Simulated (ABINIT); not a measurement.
# BN (P6_3/mmc): bands and cutoff in G0W0 with ABINIT

Wanted: a converged G0W0 gap of BN (P6_3/mmc), or an estimate of the limit.

Program: ABINIT 10.8.3. Level of theory: LDA and many-body steps on it, plane waves. Results are calculated unless marked as measured.

### Step 1. The structure

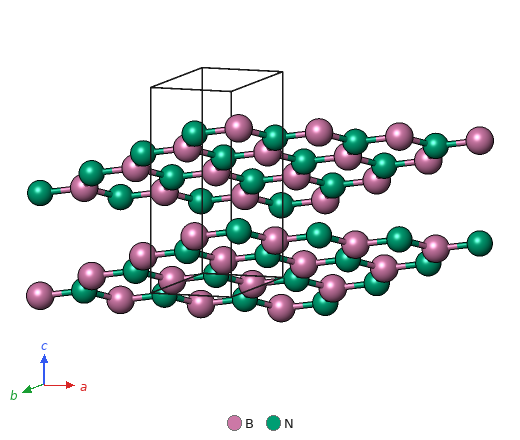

The cell as given, from a free direction (boron pink, nitrogen teal). 4×4×1 cells are drawn.

Coordinates:

```cif
data_structure
_symmetry_space_group_name_H-M 'P6_3/mmc'
_symmetry_Int_Tables_number 194
_cell_length_a 2.5040
_cell_length_b 2.5040
_cell_length_c 6.6612
_cell_angle_alpha 90.000
_cell_angle_beta 90.000
_cell_angle_gamma 120.000
_cell_volume 36.17
loop_
_atom_site_label
_atom_site_type_symbol
_atom_site_symmetry_multiplicity
_atom_site_Wyckoff_symbol
_atom_site_fract_x
_atom_site_fract_y
_atom_site_fract_z
_atom_site_occupancy
B1 B 2 c 0.33333 0.66667 0.25000 1
N1 N 2 d 0.33333 0.66667 0.75000 1
```

The cell and positions come from the Crystallography Open Database and are kept as given unless a step says otherwise.

### Step 2. Empty states on the mesh, 6×6×2 mesh, 934 bands

This step: ABINIT 10.8.3; DFT, LDA, plane waves, norm-conserving pseudopotentials.

The sums over transitions need many empty states on a uniform mesh; this step solves for them.

run.abi reads:

```
acell 3*1.0 Angstrom
rprim 
  2.503989999987 0.000000000003 0.000000000000
  -1.251994999996 2.168518950810 0.000000000000
  0.000000000000 0.000000000000 6.661200000000
ntypat 2
znucl 5 7
natom 4
typat 1 1 2 2
xred 
  0.333333333333 0.666666666667 0.250000000000
  0.666666666667 0.333333333333 0.750000000000
  0.333333333333 0.666666666667 0.750000000000
  0.666666666667 0.333333333333 0.250000000000
pp_dirpath "pseudos"
pseudos "B.upf, N.upf"
ecut 36
ngkpt 6 6 2
nshiftk 1
shiftk 0 0 0
kptopt 1
chksymbreak 0
irdden 1
istwfk *1
nband 934
prtvol 0
optdriver 6
gwr_task "HDIAGO"
paral_kgb 0
occopt 1
indata_prefix "in"
outdata_prefix "out"
tmpdata_prefix "tmp"
```

Started as:

```
$ OMP_NUM_THREADS=1 mpirun -n 4 abinit run.abi > log
```

The program printed:

```text
.Version 10.8.3 of ABINIT. v10.8.2 released Aug 2026.

 Symmetries : space group P6_3/m m c (#194); Bravais hP (primitive hexag.)
[... echo of the input left out ...]
== DATASET  1 ==================================================================
-   mpi_nproc: 4, omp_nthreads: 1 (-1 if OMP is not activated)

--- !DatasetInfo
iteration_state: {dtset: 1, }
dimensions: {natom: 4, nkpt: 14, mband: 934, nsppol: 1, nspinor: 1, nspden: 1, mpw: 2542, }
cutoff_energies: {ecut:  36.0, pawecutdg:  -1.0, }
[...]
Indirect band gap semiconductor
 Fundamental gap:     4.124 (eV)
   VBM:     2.518 (eV) at k: [ 3.3333E-01,  3.3333E-01,  5.0000E-01]
   CBM:     6.641 (eV) at k: [ 5.0000E-01,  0.0000E+00,  0.0000E+00]
 Direct gap:         4.532 (eV) at k: [ 3.3333E-01,  3.3333E-01,  5.0000E-01]

== END DATASET(S) ==============================================================
================================================================================

 -outvars: echo values of variables after computation  --------
           etotal      0.0000000000E+00
            nband         934
             nkpt          14
          spgroup         194
 [... the other variables as echoed above ...]

 Calculation completed.
```

Run time: 64 s. Hardware: 4 MPI ranks of Arm Neoverse V1, shared host; peak memory 1.7 GiB; 4.3 min of CPU time.

Numbers from this step:

```
gap                                                           : 4.124 eV
k of the valence top                                          : 0.3333, 0.3333, 0.5
k of the conduction bottom                                    : 0.5, 0, 0
least direct gap                                              : 4.532 eV
k points computed                                             : 14
lowest point of the top converged band, above the valence top : 482.8216 eV
```

On this mesh the gap is 4.124 eV.

The density comes from a self-consistent run that is not shown.

### Step 3. Screening, 6×6×2 mesh, 122 bands, screening to 149.7 eV

The RPA dielectric matrix is built and inverted for each q.

This step: RPA screening on LDA, plane waves, norm-conserving pseudopotentials.

run.abi, as its differences from that of step 2:

```diff
@@ -22,10 +22,11 @@
 chksymbreak 0
-irdden 1
 istwfk *1
-nband 934
-prtvol 0
-optdriver 6
-gwr_task "HDIAGO"
-paral_kgb 0
 occopt 1
+irdwfk 1
+optdriver 3
+nband 122
+ecuteps 5.5
+inclvkb 2
+awtr 1
+symchi 1
 indata_prefix "in"
```

The program printed:

```text
.Version 10.8.3 of ABINIT. v10.8.2 released Aug 2026.

 Symmetries : space group P6_3/m m c (#194); Bravais hP (primitive hexag.)
[... echo of the input left out ...]
== DATASET  1 ==================================================================
-   mpi_nproc: 4, omp_nthreads: 1 (-1 if OMP is not activated)

--- !DatasetInfo
iteration_state: {dtset: 1, }
dimensions: {natom: 4, nkpt: 14, mband: 122, nsppol: 1, nspinor: 1, nspden: 1, mpw: 2542, }
cutoff_energies: {ecut:  36.0, pawecutdg:  -1.0, }
electrons: {nelect:   1.60000000E+01, charge:   0.00000000E+00, occopt:   1.00000000E+00, tsmear:   1.00000000E-02, }

 SCREENING: Calculation of the susceptibility and dielectric matrices

 Based on a program developped by R.W. Godby, V. Olevano, G. Onida, and L. Reining.
 Incorporated in ABINIT by V. Olevano, G.-M. Rignanese, and M. Torrent.
.Using double precision arithmetic ; gwpc =  8

[... cell and pseudopotentials left out ...]
--------------------------------------------------------------------------------

 ==== K-mesh for the wavefunctions ====
 Number of points in the irreducible wedge :    14
[... list of points left out ...]
 Together with 24 symmetry operations and time-reversal symmetry
 yields    72 points in the full Brillouin Zone.

 ==== Q-mesh for the screening function ====
 Number of points in the irreducible wedge :    14
[... list of points left out ...]
 Together with 24 symmetry operations and time-reversal symmetry
 yields    72 points in the full Brillouin Zone.

 setmesh: FFT mesh size selected  =    15x   15x   48
          total number of points  =        10800

 vcoul_init : cutoff-mode = AUXILIARY_FUNCTION
 q-points for optical limit:   1
     1)      0.000010    0.000020    0.000030

- screening: taking advantage of time-reversal symmetry
- Maximum band index for partially occupied states nbvw = 8
- Remaining bands to be divided among processors   nbcw = 114
- Number of bands treated by each node ~28

 Number of electrons calculated from density =   16.0000; Expected =   16.0000
 average of density, n =  0.065550
 r_s =    1.5386
 omega_plasma =   24.6969 [eV]

 calculating chi0 at frequencies [eV] :
  1    0.000000E+00    0.000000E+00
  2    0.000000E+00    2.469694E+01

--------------------------------------------------------------------------------
  q-point number  1        q = ( 0.000000, 0.000000, 0.000000) [r.l.u.]
--------------------------------------------------------------------------------
[... chi0 elements left out ...]
 For q-point:  0.000010 0.000020 0.000030
  dielectric constant =   4.3679
  dielectric constant without local fields =   4.6884

  Average fulfillment of the sum rule on Im[epsilon] for q-point    1 :     88.56  [%]
[... wings left out ...]
  q-point number  2        q = ( 0.166667, 0.000000, 0.000000) [r.l.u.]
--------------------------------------------------------------------------------
[... chi0 elements left out ...]
  Average fulfillment of the sum rule on Im[epsilon] for q-point    2 :     92.94  [%]

 [... 12 further q-points ...]
```

It took 30 s on 4 MPI ranks; peak memory 0.7 GiB.

This step gave:

```
ε∞ with local fields, on this mesh, along the program's q direction : 4.368
the same without local fields                                       : 4.688
plasma frequency                                                    : 24.70 eV
plane waves in the screening matrix                                 : 151
```

Local fields lower ε∞ by 7 %. On a Γ-centred mesh this coarse the value itself is usually too large, while a short band sum pulls it down.

### Step 4. 122 bands, 149.7 eV

The self-energy is evaluated for the states that the input lists, and the levels follow from it, in one-shot runs by the linearised quasiparticle equation.

This step: G0W0 on LDA, plane waves, norm-conserving pseudopotentials.

run.abi, as its differences from that of step 3:

```diff
@@ -25,8 +25,23 @@
 irdwfk 1
-optdriver 3
+optdriver 4
 nband 122
+gwcalctyp 0
+ecutsigx 36
+symsigma 1
+nkptgw 5
+kptgw 
+  0.3333333333 0.3333333333 0.5000000000
+  0.5000000000 0.0000000000 0.0000000000
+  0.0000000000 0.0000000000 0.0000000000
+  0.0000000000 0.0000000000 0.5000000000
+  0.5000000000 0.0000000000 0.5000000000
+bdgw 
+  7 10
+  7 10
+  7 10
+  5 10
+  7 10
 ecuteps 5.5
-inclvkb 2
-awtr 1
-symchi 1
+irdscr 1
+ppmodel 1
 indata_prefix "in"
```

The program printed:

```text
.Version 10.8.3 of ABINIT. v10.8.2 released Aug 2026.

 Symmetries : space group P6_3/m m c (#194); Bravais hP (primitive hexag.)
[... echo of the input left out ...]
== DATASET  1 ==================================================================
-   mpi_nproc: 4, omp_nthreads: 1 (-1 if OMP is not activated)

--- !DatasetInfo
iteration_state: {dtset: 1, }
dimensions: {natom: 4, nkpt: 14, mband: 122, nsppol: 1, nspinor: 1, nspden: 1, mpw: 2542, }
cutoff_energies: {ecut:  36.0, pawecutdg:  -1.0, }
electrons: {nelect:   1.60000000E+01, charge:   0.00000000E+00, occopt:   1.00000000E+00, tsmear:   1.00000000E-02, }

 SIGMA: Calculation of the GW corrections

 Based on a program developped by R.W. Godby, V. Olevano, G. Onida, and L. Reining.
 Incorporated in ABINIT by V. Olevano, G.-M. Rignanese, and M. Torrent.
.Using double precision arithmetic ; gwpc =  8

[... cell and pseudopotentials left out ...]
--------------------------------------------------------------------------------

 ==== K-mesh for the wavefunctions ====
 Number of points in the irreducible wedge :    14
[... list of points left out ...]
 Together with 24 symmetry operations and time-reversal symmetry
 yields    72 points in the full Brillouin Zone.

 ==== Q-mesh for screening function ====
 Number of points in the irreducible wedge :    14
[... list of points left out ...]
 Together with 24 symmetry operations and time-reversal symmetry
 yields    72 points in the full Brillouin Zone.

 vcoul_init : cutoff-mode = AUXILIARY_FUNCTION
 q-points for optical limit:   1
     1)      0.000010    0.000020    0.000030
 setmesh: FFT mesh size selected  =    24x   24x   72
          total number of points  =        41472

 Number of electrons calculated from density =   16.0000; Expected =   16.0000
 average of density, n =  0.065550
 r_s =    1.5386
 omega_plasma =   24.6969 [eV]

 === KS Band Gaps ===
  >>>> For spin  1
   Minimum direct gap =   4.5317 [eV], located at k-point      :   0.3333  0.3333  0.5000
   Fundamental gap    =   4.1235 [eV], Top of valence bands at :   0.3333  0.3333  0.5000
                                       Bottom of conduction at :   0.5000  0.0000  0.0000
 SIGMA fundamental parameters:
 PLASMON POLE MODEL  1
 number of plane-waves for SigmaX                 2481
 number of plane-waves for SigmaC and W            151
 number of plane-waves for wavefunctions          2481
 number of bands                                   122
 number of independent spin polarizations            1
 number of spinorial components                      1
 number of k-points in IBZ                          14
 number of q-points in IBZ                          14
 number of symmetry operations                      24
 number of k-points in BZ                           72
 number of q-points in BZ                           72
 number of frequencies for dSigma/dE                 9
 frequency step for dSigma/dE [eV]                0.25
 number of omega for Sigma on real axis              0
 max omega for Sigma on real axis  [eV]           0.00
 zcut for avoiding poles [eV]                     0.10

 EPSILON^-1 parameters (SCR file):
 dimension of the eps^-1 matrix on file            151
 dimension of the eps^-1 matrix used               151
 number of plane-waves for wavefunctions          2481
 number of bands                                   122
 number of q-points in IBZ                          14
 number of frequencies                               2
 number of real frequencies                          1
 number of imag frequencies                          1

 matrix elements of self-energy operator (all in [eV])

 Perturbative Calculation

--- !SelfEnergy_ee
iteration_state: {dtset: 1, }
kpoint     : [   0.333,    0.333,    0.500, ]
spin       : 1
KS_gap     :    4.532
QP_gap     :    6.136
Delta_QP_KS:    1.605
data: !SigmaeeData |
     Band     E0 <VxcDFT>   SigX SigC(E0)      Z dSigC/dE  Sig(E)    E-E0       E
        7   2.518 -16.484 -19.872   2.504   0.800  -0.250 -17.191  -0.707   1.811
        8   2.518 -16.484 -19.872   2.504   0.800  -0.250 -17.191  -0.707   1.811
        9   7.049 -11.120  -5.635  -4.399   0.826  -0.210 -10.222   0.898   7.947
       10   7.049 -11.120  -5.635  -4.399   0.826  -0.210 -10.222   0.898   7.947

--- !SelfEnergy_ee
iteration_state: {dtset: 1, }
kpoint     : [   0.500,    0.000,    0.000, ]
spin       : 1
KS_gap     :    4.560
QP_gap     :    6.173
Delta_QP_KS:    1.613
data: !SigmaeeData |
     Band     E0 <VxcDFT>   SigX SigC(E0)      Z dSigC/dE  Sig(E)    E-E0       E
        7   1.052 -14.770 -18.519   2.630   0.800  -0.250 -15.665  -0.895   0.157
        8   2.081 -16.252 -19.861   2.648   0.798  -0.253 -17.019  -0.767   1.314
[...]
--- !SelfEnergy_ee
iteration_state: {dtset: 1, }
kpoint     : [   0.000,    0.000,    0.000, ]
spin       : 1
KS_gap     :    6.264
QP_gap     :    7.903
Delta_QP_KS:    1.639
data: !SigmaeeData |
     Band     E0 <VxcDFT>   SigX SigC(E0)      Z dSigC/dE  Sig(E)    E-E0       E
[...]
--- !SelfEnergy_ee
iteration_state: {dtset: 1, }
kpoint     : [   0.000,    0.000,    0.500, ]
spin       : 1
KS_gap     :    8.665
QP_gap     :   10.563
Delta_QP_KS:    1.898
data: !SigmaeeData |
     Band     E0 <VxcDFT>   SigX SigC(E0)      Z dSigC/dE  Sig(E)    E-E0       E
[...]
--- !SelfEnergy_ee
iteration_state: {dtset: 1, }
kpoint     : [   0.500,    0.000,    0.500, ]
spin       : 1
KS_gap     :    5.534
QP_gap     :    7.268
Delta_QP_KS:    1.735
data: !SigmaeeData |
     Band     E0 <VxcDFT>   SigX SigC(E0)      Z dSigC/dE  Sig(E)    E-E0       E
[...]
8   1.586 -15.522 -19.193   2.629   0.799  -0.251 -16.355  -0.832   0.754
        9   7.120 -11.212  -5.954  -4.170   0.830  -0.205 -10.309   0.902   8.022
       10   7.120 -11.212  -5.954  -4.170   0.830  -0.205 -10.309   0.902   8.022

== END DATASET(S) ==============================================================
================================================================================

 -outvars: echo values of variables after computation  --------
           etotal      0.0000000000E+00
            nband         122
             nkpt          14
          spgroup         194
 [... the other variables as echoed above ...]

 Calculation completed.
```

Wall time 18 s (4 MPI ranks); peak memory 0.71 GiB; 74 s of CPU time.

This step gave:

```yaml
g0w0_gap_on_the_mesh: 5.676 eV
starting_gap_on_the_mesh: 4.124 eV
k_of_the_valence_top: 0.3333, 0.3333, 0.5
k_of_the_conduction_bottom: 0.5, 0, 0
z_at_the_valence_top: 0.8
z_at_the_conduction_bottom: 0.834
least_direct_g0w0_gap_on_the_computed_points: 6.136 eV
```

The gap on the mesh goes from 4.12 eV to 5.68 eV, a correction of +1.55 eV.

### Step 5. Screening, 6×6×2 mesh, 190 bands, screening to 203.5 eV

This step: RPA screening on LDA, plane waves, norm-conserving pseudopotentials.

run.abi, as its differences from that of step 4:

```diff
@@ -25,23 +25,8 @@
 irdwfk 1
-optdriver 4
-nband 122
-gwcalctyp 0
-ecutsigx 36
-symsigma 1
-nkptgw 5
-kptgw 
-  0.3333333333 0.3333333333 0.5000000000
-  0.5000000000 0.0000000000 0.0000000000
-  0.0000000000 0.0000000000 0.0000000000
-  0.0000000000 0.0000000000 0.5000000000
-  0.5000000000 0.0000000000 0.5000000000
-bdgw 
-  7 10
-  7 10
-  7 10
-  5 10
-  7 10
-ecuteps 5.5
-irdscr 1
-ppmodel 1
+optdriver 3
+nband 190
+ecuteps 7.48
+inclvkb 2
+awtr 1
+symchi 1
 indata_prefix "in"
```

The program printed:

```text
.Version 10.8.3 of ABINIT. v10.8.2 released Aug 2026.

 Symmetries : space group P6_3/m m c (#194); Bravais hP (primitive hexag.)
[... echo of the input left out ...]
== DATASET  1 ==================================================================
-   mpi_nproc: 4, omp_nthreads: 1 (-1 if OMP is not activated)

--- !DatasetInfo
iteration_state: {dtset: 1, }
dimensions: {natom: 4, nkpt: 14, mband: 190, nsppol: 1, nspinor: 1, nspden: 1, mpw: 2542, }
cutoff_energies: {ecut:  36.0, pawecutdg:  -1.0, }
electrons: {nelect:   1.60000000E+01, charge:   0.00000000E+00, occopt:   1.00000000E+00, tsmear:   1.00000000E-02, }

 SCREENING: Calculation of the susceptibility and dielectric matrices

 Based on a program developped by R.W. Godby, V. Olevano, G. Onida, and L. Reining.
 Incorporated in ABINIT by V. Olevano, G.-M. Rignanese, and M. Torrent.
.Using double precision arithmetic ; gwpc =  8

[... cell and pseudopotentials left out ...]
--------------------------------------------------------------------------------

 ==== K-mesh for the wavefunctions ====
 Number of points in the irreducible wedge :    14
[... list of points left out ...]
 Together with 24 symmetry operations and time-reversal symmetry
 yields    72 points in the full Brillouin Zone.

 ==== Q-mesh for the screening function ====
 Number of points in the irreducible wedge :    14
[... list of points left out ...]
 Together with 24 symmetry operations and time-reversal symmetry
 yields    72 points in the full Brillouin Zone.

 setmesh: FFT mesh size selected  =    15x   15x   50
          total number of points  =        11250

 vcoul_init : cutoff-mode = AUXILIARY_FUNCTION
 q-points for optical limit:   1
     1)      0.000010    0.000020    0.000030

- screening: taking advantage of time-reversal symmetry
- Maximum band index for partially occupied states nbvw = 8
- Remaining bands to be divided among processors   nbcw = 182
- Number of bands treated by each node ~45

 Number of electrons calculated from density =   16.0000; Expected =   16.0000
 average of density, n =  0.065550
 r_s =    1.5386
 omega_plasma =   24.6969 [eV]

 calculating chi0 at frequencies [eV] :
  1    0.000000E+00    0.000000E+00
  2    0.000000E+00    2.469694E+01

--------------------------------------------------------------------------------
  q-point number  1        q = ( 0.000000, 0.000000, 0.000000) [r.l.u.]
--------------------------------------------------------------------------------
[... chi0 elements left out ...]
 For q-point:  0.000010 0.000020 0.000030
  dielectric constant =   4.3616
  dielectric constant without local fields =   4.6891

  Average fulfillment of the sum rule on Im[epsilon] for q-point    1 :     93.56  [%]
[... wings left out ...]
  q-point number  2        q = ( 0.166667, 0.000000, 0.000000) [r.l.u.]
--------------------------------------------------------------------------------
[... chi0 elements left out ...]
  Average fulfillment of the sum rule on Im[epsilon] for q-point    2 :     96.41  [%]

 [... 12 further q-points ...]
```

Wall time 63 s (4 MPI ranks); peak memory 0.94 GiB; 4.2 min of CPU time.

This step gave:

- ε∞ with local fields, on this mesh, along the program's q direction: 4.362
- the same without local fields: 4.689
- plasma frequency: 24.70 eV
- plane waves in the screening matrix: 225

(Part 1 of 2 ends here.)

[Paths, hosts, dates, memory and timing lines, banners, echoed tables and standing remarks are left out of the program output.]

[Logs are printed without paths, hosts, clocks, repeated set-up lines and the standing remarks that a program may print on its own settings, such as how far it seeks lower states.]

[Runs of the session that timed out or met a known fault of the program may be left out.]

[Hosts, paths, dates, database ids (printed as entryN), source tags and the programs' standing remarks are cut or masked in the printed files.]

[G0W0 gaps are taken among the corrected bands and points alone; a level outside them can change the order at an edge.]

[Where Ansatz stands beside ABINIT at settings called matched, ABINIT's density can come from a denser mesh and the files from another edition; pairs whose starting gaps differed by over 0.03 eV were left out, so agreement reads better than it is.]
